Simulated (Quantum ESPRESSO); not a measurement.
**TePb (Fm-3m): modes at Γ and the response to a field**

Aim: the zone-centre modes of TePb (Fm-3m).

Calculated with Quantum ESPRESSO 7.5; DFT LDA, scalar-relativistic, plane waves, JTH PAW pseudopotentials.

Experimental background.

For PbTe, rocksalt (melt-grown single-crystal fragment, about 42 um across, 125 K), “Correlated local dipoles in PbTe” (2017, arxiv:1709.02863) gives, by single-crystal x-ray diffraction: lattice constant a (cubic lattice constant a at 125 K) 6.4397 ± 0.0001 Å.

“Lattice Properties of PbX (X = S, Se, Te): Experimental Studies and ab initio Calculations Including Spin-Orbit Effects” (2008, arxiv:0808.3152) quotes from earlier work for PbTe, rock salt (bulk crystal, 300 K): infrared mode (TO at Gamma) 32 cm⁻¹ [soft, strongly temperature-dependent mode (18 cm-1 at 5 K); room-temperature value not …].

## 1. The structure

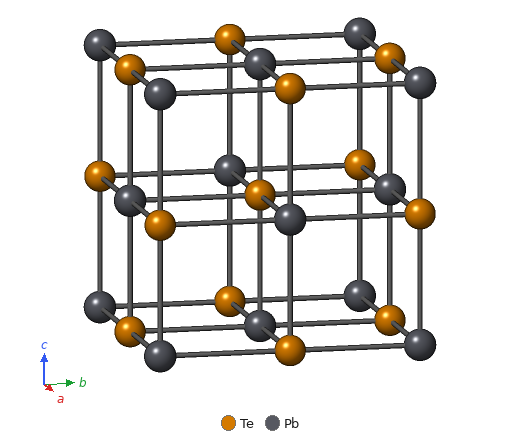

Start, viewed slightly off an axis; tellurium orange, lead dark grey. This picture shows the conventional cell, with its axes. Some periodic images of atoms are drawn too.

## 2. A first look

Before anything dear is run, a loose run with smearing shows whether this is a metal and how far the cell is from rest.

File probe.in:

```
&control
   calculation = 'scf'
   prefix = 'x'
   outdir = './tmp'
   pseudo_dir = './pseudo'
   tprnfor = .true.
   tstress = .true.
   verbosity = 'high'
/
&system
   ibrav = 0
   nat = 2
   ntyp = 2
   ecutwfc = 50.0
   ecutrho = 400.0
   occupations = 'smearing'
   smearing = 'gaussian'
   degauss = 0.01
/
&electrons
   conv_thr = 1.0d-07
   mixing_beta = 0.7
   electron_maxstep = 100
/
ATOMIC_SPECIES
 Te    127.6000  Te.upf
 Pb    207.2000  Pb.upf
CELL_PARAMETERS angstrom
    -3.231000000    0.000000000    3.231000000
     0.000000000    3.231000000    3.231000000
    -3.231000000    3.231000000    0.000000000
ATOMIC_POSITIONS crystal
 Te     0.500000000   0.500000000   0.500000000
 Pb     0.000000000   0.000000000   0.000000000
K_POINTS automatic
 6 6 6 0 0 0
```

Command:

```console
> OMP_NUM_THREADS=1 mpirun -n 4 pw.x -nk 4 -in probe.in > probe.out
```

The program printed:

```text
[banners, grids, parts of the stress and lines that vanish by symmetry left out]
Program PWSCF v.7.5
     file Te.upf: wavefunction(s)  0S 0P renormalized
     file Pb.upf: wavefunction(s)  0S 6P 0P 5D 0D renormalized
[...]
kinetic-energy cutoff     =      50.0000  Ry
     charge density cutoff     =     400.0000  Ry
     scf convergence threshold =      1.0E-07
[...]
Exchange-correlation= SLA PW NOGX NOGC
                           (   1   4   0   0   0   0   0)
[...]
48 Sym. Ops., with inversion, found
[...]
(     0          1          0      )
                  (     0          0          1      )
[...]
(  0.0000000  1.0000000  0.0000000 )
                  ( -0.0000000 -0.0000000  1.0000000 )
[...]
(     1          0         -1      )
                  (     0          0         -1      )
[...]
( -0.0000000 -1.0000000 -0.0000000 )
[...]
(     0          1         -1      )
                  (     0          1          0      )
[...]
( -1.0000000  0.0000000  0.0000000 )
                  (  0.0000000  1.0000000 -0.0000000 )
[...]
number of k points=    16  Gaussian smearing, width (Ry)=  0.0100
[...]
End of self-consistent calculation
[...]
the Fermi energy is     7.0648 ev
!    total energy              =   -1199.55444706 Ry
[...]
convergence has been achieved in   7 iterations
[...]
atom    1 type  1   force =    -0.00000000   -0.00000000    0.00000000
     atom    2 type  2   force =     0.00000000    0.00000000   -0.00000000
[...]
Total force =     0.000000     Total SCF correction =     0.000000
[...]
total   stress  (Ry/bohr**3)                   (kbar)     P=      -18.59
[...]
XML data file, charge density, pseudopotentials, collected wavefunctions

   JOB DONE.
```

Wall time 5.7 s (4 MPI ranks of Arm Neoverse V1, shared host).

Numbers from this step:

```yaml
volume_per_atom: 33.73 Å³
pressure: -1.859 GPa
gap_on_the_k_mesh: 0.6299 eV
```

A gap of 0.63 eV opens on this mesh, so the crystal is taken as an insulator; the start stands at -1.9 GPa.

## 3. Relaxation

The relaxation runs at a cutoff a fifth above that of the response, since stress converges more slowly with the basis than frequencies do. Forces and stress are brought to rest with tight thresholds.

File relax.in:

```
&control
   calculation = 'vc-relax'
   prefix = 'x'
   outdir = './tmp'
   pseudo_dir = './pseudo'
   tprnfor = .true.
   tstress = .true.
   forc_conv_thr = 2.0d-05
   etot_conv_thr = 1.0d-07
   nstep = 40
/
&system
   ibrav = 0
   nat = 2
   ntyp = 2
   ecutwfc = 60
   ecutrho = 480.0
   occupations = 'fixed'
   nbnd = 12
/
&electrons
   conv_thr = 1.0d-11
   mixing_beta = 0.7
   electron_maxstep = 100
/
&ions
/
&cell
   press_conv_thr = 0.2
/
ATOMIC_SPECIES
 Te    127.6000  Te.upf
 Pb    207.2000  Pb.upf
CELL_PARAMETERS angstrom
    -3.231000000    0.000000000    3.231000000
     0.000000000    3.231000000    3.231000000
    -3.231000000    3.231000000    0.000000000
ATOMIC_POSITIONS crystal
 Te     0.500000000   0.500000000   0.500000000
 Pb     0.000000000   0.000000000   0.000000000
K_POINTS automatic
 8 8 8 0 0 0
```

Command:

```console
> OMP_NUM_THREADS=1 mpirun -n 4 pw.x -nk 4 -in relax.in > relax.out
```

The program printed:

```text
[banners, grids, parts of the stress and lines that vanish by symmetry left out]
[banner, memory and clock lines left out]
Program PWSCF v.7.5

[...]
kinetic-energy cutoff     =      60.0000  Ry
     charge density cutoff     =     480.0000  Ry
     scf convergence threshold =      1.0E-11
[...]
energy convergence thresh.=      1.0E-07
     force convergence thresh. =      2.0E-05
     press convergence thresh. =      2.0E-01
     Exchange-correlation= SLA PW NOGX NOGC
                           (   1   4   0   0   0   0   0)
[...]
48 Sym. Ops., with inversion, found
[...]
number of k points=    29
[...]
End of self-consistent calculation
[...]
highest occupied, lowest unoccupied level (ev):     6.7497    7.3799
!    total energy              =   -1199.55579079 Ry
[...]
convergence has been achieved in  17 iterations
[...]
atom    1 type  1   force =    -0.00000000   -0.00000000   -0.00000000
     atom    2 type  2   force =    -0.00000000   -0.00000000   -0.00000000
     Total force =     0.000000     Total SCF correction =     0.000000
[...]
total   stress  (Ry/bohr**3)                   (kbar)     P=      -17.77
[...]
number of bfgs steps    =   0
[...]
CELL_PARAMETERS (angstrom)
[...]
ATOMIC_POSITIONS (crystal)
Te               0.5000000000        0.5000000000        0.5000000000
Pb               0.0000000000       -0.0000000000        0.0000000000
[...]
New effective cutoffs (rho, wfc):  482.63   60.36
[...]
End of self-consistent calculation
[...]
highest occupied, lowest unoccupied level (ev):     6.8830    7.4941
!    total energy              =   -1199.55623326 Ry
[...]
convergence has been achieved in  17 iterations
[...]
atom    1 type  1   force =    -0.00000000    0.00000000    0.00000000
     atom    2 type  2   force =     0.00000000    0.00000000   -0.00000000
     Total force =     0.000000     Total SCF correction =     0.000000
[...]
total   stress  (Ry/bohr**3)                   (kbar)     P=      -13.90
[...]
number of bfgs steps    =   1
[...]
CELL_PARAMETERS (angstrom)
[...]
ATOMIC_POSITIONS (crystal)
Te               0.5000000000        0.5000000000        0.5000000000
Pb              -0.0000000000       -0.0000000000        0.0000000000
[...]
New effective cutoffs (rho, wfc):  487.04   60.91
[...]
End of self-consistent calculation
[...]
highest occupied, lowest unoccupied level (ev):     7.0869    7.6678
!    total energy              =   -1199.55668445 Ry
[...]
convergence has been achieved in  25 iterations
[...]
atom    1 type  1   force =     0.00000000    0.00000000    0.00000000
     atom    2 type  2   force =     0.00000000    0.00000000   -0.00000000
     Total force =     0.000000     Total SCF correction =     0.000000
[...]
total   stress  (Ry/bohr**3)                   (kbar)     P=       -7.74
[...]
number of bfgs steps    =   2
[...]
CELL_PARAMETERS (angstrom)
[...]
ATOMIC_POSITIONS (crystal)
[...]
New effective cutoffs (rho, wfc):  492.56   61.60
[...]
End of self-consistent calculation
[...]
highest occupied, lowest unoccupied level (ev):     7.3439    7.8859
!    total energy              =   -1199.55687357 Ry
[...]
convergence has been achieved in  17 iterations
[...]
atom    1 type  1   force =     0.00000000    0.00000000   -0.00000000
     atom    2 type  2   force =    -0.00000000   -0.00000000    0.00000000
     Total force =     0.000000     Total SCF correction =     0.000000
[...]
total   stress  (Ry/bohr**3)                   (kbar)     P=        0.40
[...]
number of bfgs steps    =   3
[...]
CELL_PARAMETERS (angstrom)
[...]
ATOMIC_POSITIONS (crystal)
[...]
New effective cutoffs (rho, wfc):  492.29   61.57
[...]
End of self-consistent calculation
[...]
highest occupied, lowest unoccupied level (ev):     7.3312    7.8752
!    total energy              =   -1199.55687403 Ry
[...]
convergence has been achieved in  18 iterations
[...]
atom    1 type  1   force =     0.00000000    0.00000000    0.00000000
     atom    2 type  2   force =     0.00000000    0.00000000    0.00000000
     Total force =     0.000000     Total SCF correction =     0.000000
[...]
total   stress  (Ry/bohr**3)                   (kbar)     P=       -0.02
[...]
number of bfgs steps    =   4
[...]
small trust_radius: resetting bfgs history
[...]
CELL_PARAMETERS (angstrom)
[...]
ATOMIC_POSITIONS (crystal)
[...]
New effective cutoffs (rho, wfc):  492.29   61.57
[...]
End of self-consistent calculation
[...]
highest occupied, lowest unoccupied level (ev):     7.3314    7.8753
!    total energy              =   -1199.55687403 Ry
[...]
convergence has been achieved in   9 iterations
[...]
atom    1 type  1   force =     0.00000000    0.00000000    0.00000000
     atom    2 type  2   force =     0.00000000   -0.00000000    0.00000000
     Total force =     0.000000     Total SCF correction =     0.000000
[...]
total   stress  (Ry/bohr**3)                   (kbar)     P=       -0.01
[...]
bfgs converged in   6 scf cycles and   5 bfgs steps
[...]
End of BFGS Geometry Optimization
     Final enthalpy           =   -1199.5568740317 Ry
     File ./tmp/x.bfgs deleted, as requested
[...]
CELL_PARAMETERS (angstrom)
[...]
ATOMIC_POSITIONS (crystal)
Te               0.5000000000        0.5000000000        0.5000000000
Pb              -0.0000000000       -0.0000000000        0.0000000000
[...]
Final scf calculation at the relaxed structure.
[...]
kinetic-energy cutoff     =      60.0000  Ry
     charge density cutoff     =     480.0000  Ry
     scf convergence threshold =      1.0E-13
[...]
press convergence thresh. =      2.0E-01
     Exchange-correlation= SLA PW NOGX NOGC
                           (   1   4   0   0   0   0   0)
[...]
48 Sym. Ops., with inversion, found
[...]
number of k points=    29
[...]
c_bands:  1 eigenvalues not converged
     c_bands:  1 eigenvalues not converged
[...]
End of self-consistent calculation
[...]
highest occupied, lowest unoccupied level (ev):     7.3314    7.8753
!    total energy              =   -1199.55682664 Ry
[...]
convergence has been achieved in  30 iterations
[...]
atom    1 type  1   force =    -0.00000000    0.00000000   -0.00000000
     atom    2 type  2   force =    -0.00000000    0.00000000    0.00000000
     Total force =     0.000000     Total SCF correction =     0.000000
[...]
total   stress  (Ry/bohr**3)                   (kbar)     P=       -0.35
[...]
XML data file, charge density, pseudopotentials, collected wavefunctions
```

The job ended after 2.1 min (4 MPI ranks; 8.5 min of CPU time).

The steps of the relaxation:

| step | energy less that of the first step (eV) | largest force (eV/Å) | pressure (GPa) | volume (Å³) |
| --- | --- | --- | --- | --- |
| 1 | 0.0000 | 0.0000 | -1.78 | 67.46 |
| 2 | -0.0060 | 0.0000 | -1.39 | 66.85 |
| 3 | -0.0122 | 0.0000 | -0.77 | 65.94 |
| 4 | -0.0147 | 0.0000 | 0.04 | 64.84 |
| 5 | -0.0147 | 0.0000 | 0.00 | 64.89 |
| 6 | -0.0147 | 0.0000 | 0.00 | 64.89 |
| 7 | -0.0141 | 0.0000 | -0.03 | 64.89 |

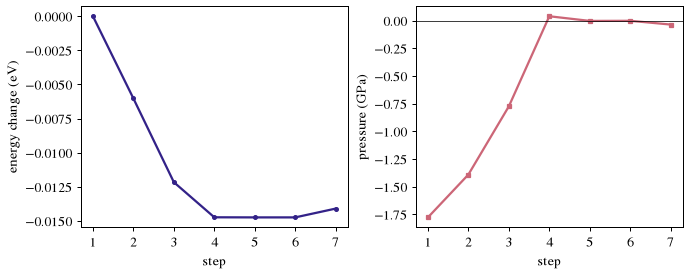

Energy and pressure along the relaxation.

| conventional cell, symmetrised | before | after | change |
| --- | --- | --- | --- |
| a (Å) | 6.462 | 6.379 | -1.3 % |
| b (Å) | 6.462 | 6.379 | -1.3 % |
| c (Å) | 6.462 | 6.379 | -1.3 % |
| volume (Å³/atom) | 33.73 | 32.45 | -3.8 % |

Final coordinates:

```
Te Pb
1.0
    -3.18947    0.00000    3.18947
     0.00000    3.18947    3.18947
    -3.18947    3.18947    0.00000
Te Pb
1 1
Direct
  0.50000 0.50000 0.50000
  0.00000 0.00000 0.00000
```

The last row of the table of steps is pw.x's closing run on a basis chosen anew for the final cell, so its energy can jump.

Read from the output:

```
volume per atom   : 32.45 Å³
pressure          : -0.03500 GPa
gap on the k-mesh : 0.5439 eV
```

The volume changes by -3.8 % from the cell with which this run began.

## 4. Ground state

Perturbation theory inherits every error of the wavefunctions, so the threshold is set near the limit of the arithmetic. With a gap, occupations are fixed, which also allows the response to an electric field.

File scf.in:

```
&control
   calculation = 'scf'
   prefix = 'x'
   outdir = './tmp'
   pseudo_dir = './pseudo'
   tprnfor = .true.
   tstress = .true.
/
&system
   ibrav = 0
   nat = 2
   ntyp = 2
   ecutwfc = 50.0
   ecutrho = 400.0
   occupations = 'fixed'
   nbnd = 12
/
&electrons
   conv_thr = 1.0d-12
   mixing_beta = 0.7
   electron_maxstep = 100
/
ATOMIC_SPECIES
 Te    127.6000  Te.upf
 Pb    207.2000  Pb.upf
CELL_PARAMETERS angstrom
    -3.189469838    0.000000000    3.189469838
     0.000000000    3.189469838    3.189469838
    -3.189469838    3.189469838    0.000000000
ATOMIC_POSITIONS crystal
 Te     0.500000000   0.500000000   0.500000000
 Pb     0.000000000   0.000000000   0.000000000
K_POINTS automatic
 8 8 8 0 0 0
```

Command:

```console
> OMP_NUM_THREADS=1 mpirun -n 4 pw.x -nk 4 -in scf.in > scf.out
```

The program printed:

```text
[banners, grids, parts of the stress and lines that vanish by symmetry left out]
[banner, memory and clock lines left out]
Program PWSCF v.7.5

[...]
kinetic-energy cutoff     =      50.0000  Ry
     charge density cutoff     =     400.0000  Ry
     scf convergence threshold =      1.0E-12
[...]
Exchange-correlation= SLA PW NOGX NOGC
                           (   1   4   0   0   0   0   0)
[...]
48 Sym. Ops., with inversion, found
[...]
number of k points=    29
[...]
End of self-consistent calculation
[...]
highest occupied, lowest unoccupied level (ev):     7.3315    7.8754
!    total energy              =   -1199.55539785 Ry
[...]
convergence has been achieved in  20 iterations
[...]
atom    1 type  1   force =    -0.00000000   -0.00000000   -0.00000000
     atom    2 type  2   force =     0.00000000    0.00000000    0.00000000
     Total force =     0.000000     Total SCF correction =     0.000000
[...]
total   stress  (Ry/bohr**3)                   (kbar)     P=       -1.65
[...]
XML data file, charge density, pseudopotentials, collected wavefunctions
```

Elapsed: 15 s, on 4 MPI ranks; 59 s of CPU time.

Numbers from this step:

```
pressure : -0.1650 GPa
```

The cell stands at -0.16 GPa, close enough for phonons.

(Continued in part 2 of 4.)

[Host names and launcher messages were left out of these logs when they were recorded.]

[Logs are printed without paths, hosts, clocks, repeated set-up lines and the standing remarks that a program may print on its own settings, such as how far it seeks lower states.]

[Hosts, paths, dates, database ids (printed as entryN), source tags and the programs' standing remarks are cut or masked in the printed files.]
